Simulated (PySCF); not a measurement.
Input

```
{"job": {"kind": "uv", "xc": "CAM-B3LYP", "basis": "def2-SVPD", "ip": true}, "charge": 0, "multiplicity": 1}
C     -1.550951     0.908473    -0.298354
C     -0.834036    -0.256844     0.385366
C     -1.460180    -0.490771     1.766714
C     -1.000212    -1.519671    -0.470356
C      0.637262     0.057923     0.543204
C      1.353864     1.215247     0.146177
N      2.642825     1.136895     0.451493
N      2.774560    -0.044744     1.038402
C      1.614805    -0.737125     1.123735
H     -2.622348     0.682866    -0.414110
H     -1.463577     1.834368     0.290753
H     -1.137766     1.100783    -1.300421
H     -2.536605    -0.709051     1.675603
H     -0.986657    -1.341714     2.280566
H     -1.341126     0.396269     2.407224
H     -0.560788    -1.377233    -1.469306
H     -2.066369    -1.769832    -0.594754
H     -0.502977    -2.385150    -0.005706
H      0.974058     2.105038    -0.353581
H      3.685584    -0.337069     1.365851
H      1.569854    -1.723294     1.581556
```

Launched as:

```sh
OMP_NUM_THREADS=1 python probes_run.py task.json out
```

Geometry: PBE0-D3(BJ)/def2-SVP.

These are results of CAM-B3LYP/def2-SVPD, SCF density, gas phase in PySCF 2.14.0, not measurements.

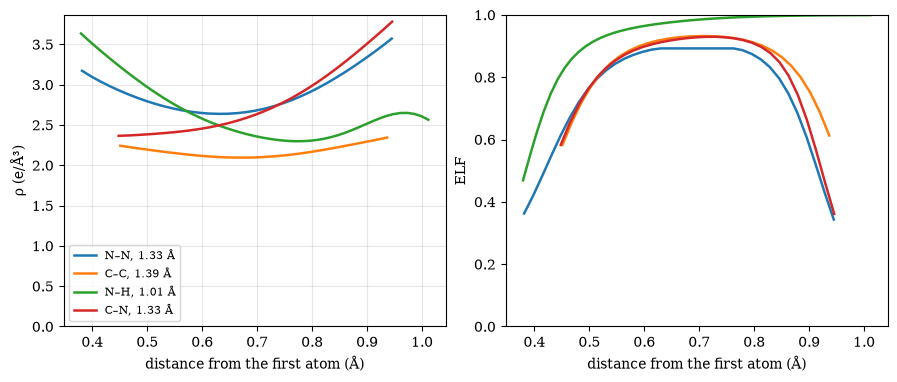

C7H12N2 (SMILES CC(C)(C)c1cn[nH]c1). Electron density and electron localisation function along straight lines between neighbouring atoms. The curves leave out the atomic cores.

**Compare the contacts.**

N–N (1.33 Å): ρ is about 2.6 e/Å³ halfway; the ELF peaks at about 0.90 between the atoms: localised, covalent bonding.
C–C (1.39 Å): ρ at the midpoint is about 2.1 e/Å³; the ELF peaks at about 0.95 between the atoms, as expected for localised, covalent bonding.
N–H (1.01 Å): ρ is about 2.9 e/Å³ halfway; the ELF climbs to about 1 towards the hydrogen, as it does in any bond to H; an ordinary covalent bond to hydrogen.
C–N (1.33 Å): the density is about 2.6 e/Å³ at the midpoint; the ELF peaks at about 0.95 between the atoms (localised, covalent bonding).
